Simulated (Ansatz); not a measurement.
**What Li interstitial (started 1.88 Å from the nearest host atom), symmetric start does to SiC**

Start from a 16-atom supercell of SiC in the wurtzite structure (space group P6_3mc, No. 186; a = 3.075 Å, c = 5.048 Å) at its relaxed geometry.

Now apply this change: a neutral Li interstitial (started 1.88 Å from the nearest host atom), symmetric start, atoms relaxed at fixed cell.

Computed with r2SCAN (Ansatz, a quantum-chemistry and plane-wave program), scalar-relativistic without spin-orbit coupling. Γ-centred 7×7×7 mesh, Fermi–Dirac width 0.01 eV.

```json
{
 "pressure": "7.1 GPa (base 0.0 GPa)",
 "largest_displacement_of_a_host_atom_from_its_site_in_the_perfect_cell": "0.09 Å",
 "final_site_of_the_added_atom": "6 C at 1.91–2.52 Å and 6 Si at 2.22–2.29 Å"
}
```

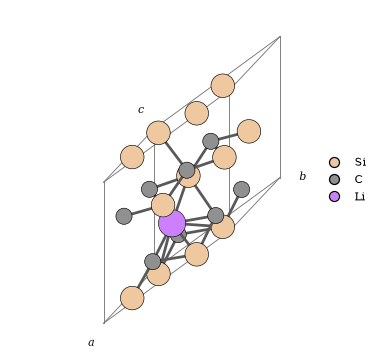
*The relaxed cell after the change*

Other magnetic orders, which the real material may have, were not ruled out. In so small a cell the defect repeats every few ångströms: this is an ordered compound, not a dilute defect. A case with no gap was solved on a k-mesh chosen for an insulator, which is coarse for it. The defect started on the symmetric site and kept its symmetry, so it may sit on a saddle. Seeded moments were not kept for Li interstitial (started 1.88 Å from the nearest host atom). The defect cell is spin-polarised and ends with 0.0 μB.
